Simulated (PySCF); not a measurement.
System: C$_{4}$H$_{7}$BCl$_{2}$Si (SMILES C=C[SiH2]/C=C(\Cl)BCl).

The calculation's input:

```
{"job": {"kind": "nmr", "xc": "PBE0", "basis": "pcSseg-1"}, "charge": 0, "multiplicity": 1}
C     -2.036269     1.033704    -0.672002
C     -2.182829    -0.212172    -0.249030
Si    -0.807671    -1.493765    -0.116905
C      0.838047    -0.667551    -0.534710
C      1.447384     0.247318     0.231104
Cl     0.652382     0.674634     1.727926
B      2.782802     0.975103    -0.071595
Cl     3.604528     0.615103    -1.504574
H     -1.076599     1.422472    -0.975060
H     -2.861117     1.728107    -0.730258
H     -3.172300    -0.541708     0.044670
H     -0.752795    -2.060738     1.232946
H     -1.016096    -2.557090    -1.109619
H      1.337392    -0.925335    -1.458981
H      3.238729     1.769909     0.658518
```

Command:

```sh
OMP_NUM_THREADS=1 python probes_run.py task.json out
```

Geometry: GFN2-xTB.

Computed with PBE0/pcSseg-1, SCF density, gas phase, non-relativistic (PySCF).

### What can the converged electron density and electron localisation function tell about the bonding?

C–C (1.34 Å): the density is about 2.3 e/Å³ at the midpoint; the ELF peaks at about 0.95 between the atoms; a multiple bond.
C–B (1.55 Å): ρ is about 1.5 e/Å³ halfway; the ELF peaks at about 1 between the atoms: a shared electron pair.
B–Cl (1.69 Å): the density is about 1.5 e/Å³ at the midpoint; the ELF peaks at about 0.90 between the atoms (a polar covalent bond).
C–Cl (1.75 Å): ρ is about 1.4 e/Å³ halfway; the ELF peaks at about 0.90 between the atoms (a shared electron pair).

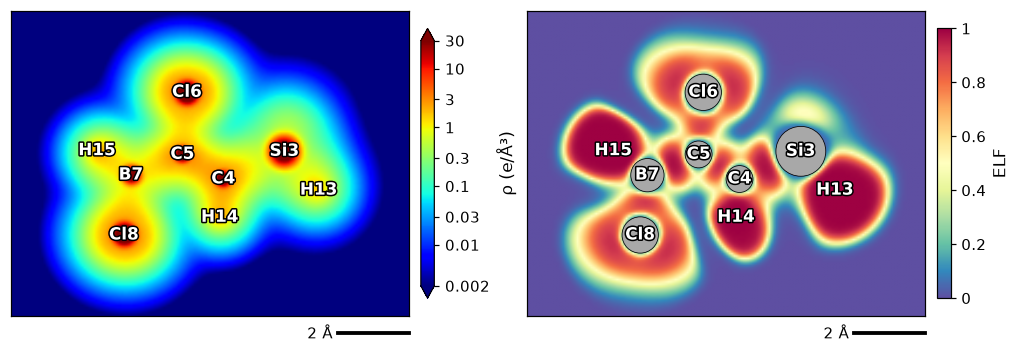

Computed electron density and electron localisation function on the plane of atoms Si3, C4 and C5, in this order. Grey discs cover the atomic cores in the ELF map. 
